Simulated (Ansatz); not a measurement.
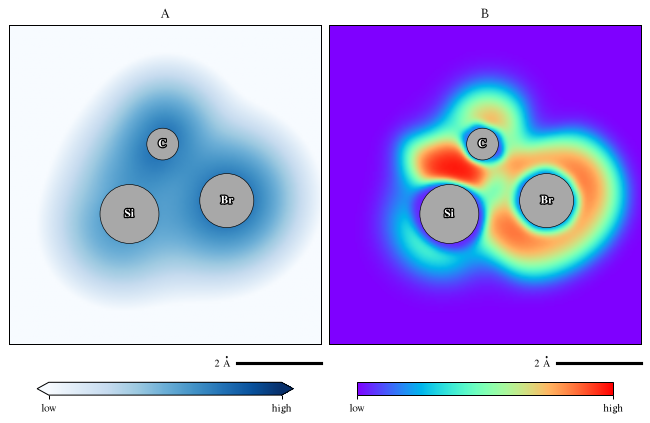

CH4BrSi (charge +1): 2 fields on the plane of atoms Si1, C2 and Br3, with unlabelled colour scales. Grey discs cover the atomic cores.

Geometry: PBE0-D4/def2-TZVP.

All numbers below come from RKS PBE0-D4/def2-TZVPP in Ansatz.

```tsv
atom	x (Å)	y (Å)	z (Å)
Si	-0.3587	0.1904	-0.3715
C	0.9049	-1.1276	-0.1685
Br	1.1030	0.0897	1.4429
H	-1.7299	-0.0789	0.0796
H	-0.0310	1.3509	-1.2095
H	0.6284	-2.1107	0.2013
H	1.8410	-1.0901	-0.7182
```

Question: Which field does each panel show? The fields are: electron density and electron localisation function.

Answer: Panel A: electron density. Panel B: electron localisation function. From the grid: C–Si (1.84 Å): the density is about 1 e/Å³ at the midpoint; the ELF peaks at about 0.95 between the atoms: a covalent bond. C–Br (2.03 Å): ρ is about 0.89 e/Å³ halfway; the ELF peaks at about 0.75 between the atoms, as expected for a covalent bond.
